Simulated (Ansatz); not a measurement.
**C3H7GeN: rigid torsion scan**

A script is to give a rigid torsion scan; the system is C3H7GeN. SMILES: N=C1C[CH]1[GeH3].

Computed with Ansatz 0.2.0 through its Python package. Level of theory: r2SCAN/def2-SVP.

### Step 1. The structure

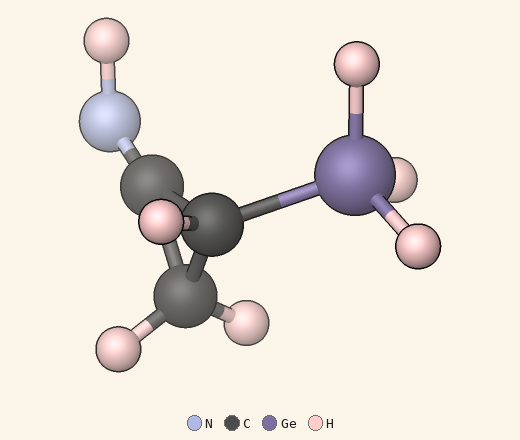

The structure that the script starts from, seen from a chosen angle (nitrogen light blue, carbon dark grey, germanium purple, hydrogen pink).

No structure file is read: the coordinates are typed or built in the script.

### Step 2. The script

torsion.py reads:

```python
"""Energy of C3H7GeN as one group turns about a bond."""

import ansatz as az
from ase import Atoms

BASIS_SET = "def2-SVP"
XC = "r2scan"
FORCE_TOL = 0.02

atoms = Atoms(["N", "C", "C", "C", "Ge", "H", "H", "H", "H", "H", "H", "H"], positions=[
    (-1.8896, 0.9333, 0.9976),
    (-0.8091, 0.3864, 0.885),
    (0.1416, -0.7285, 1.2338),
    (0.6794, 0.2749, 0.3105),
    (0.5799, -0.2822, -1.5773),
    (-2.123, 1.8493, 0.4421),
    (0.5827, -0.6227, 2.2885),
    (-0.1145, -1.6951, 0.839),
    (1.303, 1.0655, 0.7246),
    (0.3391, 0.9742, -2.423),
    (1.9288, -0.9181, -1.9068),
    (-0.5414, -1.2922, -1.7799),
])

# start the scan from a relaxed geometry
first = (
    az.Crystal.molecule_from_ase(atoms).calculation()
    .basis(gaussian=BASIS_SET)
    .functional(XC)
    .relax(force_tolerance=FORCE_TOL, max_steps=80)
)
atoms.positions = first.run().report["positions_ang"]

start = atoms.get_dihedral(1, 3, 4, 9)
energies = {}
for turn in range(0, 121, 15):
    turned = atoms.copy()
    turned.set_dihedral(1, 3, 4, 9, start + turn, indices=[4, 9, 10, 11])
    base = (
        az.Crystal.molecule_from_ase(turned).calculation()
        .basis(gaussian=BASIS_SET)
        .functional(XC)
    )
    energies[round((start + turn) % 360)] = base.run().report["free_energy_ev"]
floor = min(energies.values())
print("dihedral C1-C3-Ge4-H9 (deg)   E - E(min) (kJ/mol)")
for angle, e in sorted(energies.items()):
    print(f"{angle:8d} {96.485332 * (e - floor):14.3f}  " + "#" * int(30 * (e - floor) / max(max(energies.values()) - floor, 1e-9)))
```

### Step 3. The calls as engine input

The package turns the script's settings into the engine's input (first run):

```yaml
crystal:
  periodic: [false, false, false]
  atoms:
    - { symbol: "N", position_ang: [-1.8896, 0.9333, 0.9976] }
    - { symbol: C, position_ang: [-0.8091, 0.3864, 0.885] }
    - { symbol: C, position_ang: [0.1416, -0.7285, 1.2338] }
    - { symbol: C, position_ang: [0.6794, 0.2749, 0.3105] }
    - { symbol: Ge, position_ang: [0.5799, -0.2822, -1.5773] }
    - { symbol: H, position_ang: [-2.123, 1.8493, 0.4421] }
    - { symbol: H, position_ang: [0.5827, -0.6227, 2.2885] }
    - { symbol: H, position_ang: [-0.1145, -1.6951, 0.839] }
    - { symbol: H, position_ang: [1.303, 1.0655, 0.7246] }
    - { symbol: H, position_ang: [0.3391, 0.9742, -2.423] }
    - { symbol: H, position_ang: [1.9288, -0.9181, -1.9068] }
    - { symbol: H, position_ang: [-0.5414, -1.2922, -1.7799] }
basis:
  gaussian:
    orbitals: def2-SVP
hamiltonian:
  xc: r2scan
relax:
  f_tol: 0.02
  max_steps: 80
```

### Step 4. Launch

On the command line:

```bash
$ python torsion.py
```

Q: Predict the main results. Wanted: range of energy; lowest point, turn.

The runs gave:

| quantity | value |
| --- | --- |
| runs compared | 9 |
| range of energy | 0.053 eV |
| lowest point, turn (°) | 0 |

**Reading.** The lowest point lies at a turn of 0°, the highest 0.053 eV (5.1 kJ/mol) above it at 60°. The grid can miss the true lowest and highest points, and the rest of the molecule is held rigid. Run 0: The relaxation took 8 moves; the largest shift is 0.191 Å. The scan is rigid and the energies are electronic, in a modest basis. With rigid groups the curve can differ much from the relaxed path, the start wasn't checked as a minimum of this torsion, and equivalent turns needn't return to the same energy.
